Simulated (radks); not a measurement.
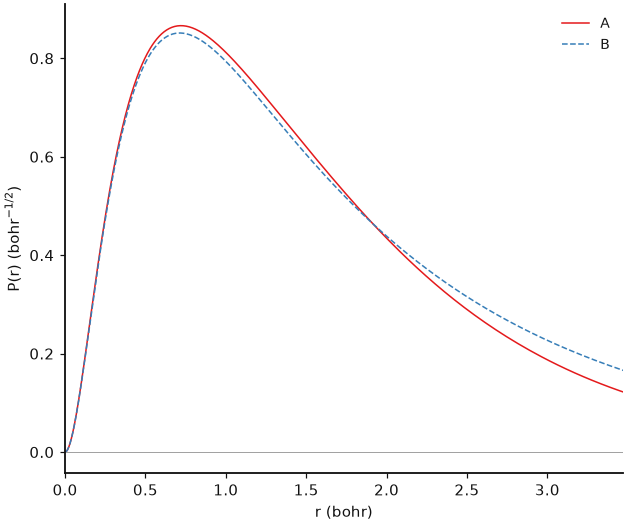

F⁻ (Z = 9, 10 electrons) in [Ne] was computed in two surroundings: the Watson sphere of radius 1.66 bohr; the Watson sphere of radius 3.82 bohr. Method: scalar-relativistic Kohn-Sham, LB94 model potential, spin-polarised, spherical densities, point nucleus; computed with the in-house radial solver radks.

The plot shows P(r) = r R(r) of the 2p down orbital in both runs (large components where relativistic).

Which curve belongs to which run?

A is the Watson sphere of radius 1.66 bohr (⟨r⟩ = 1.16 bohr, eigenvalue −16.7 eV); B is the Watson sphere of radius 3.82 bohr (⟨r⟩ = 1.24 bohr, eigenvalue −10.8 eV). The smaller sphere makes the deeper well for the outer electrons.
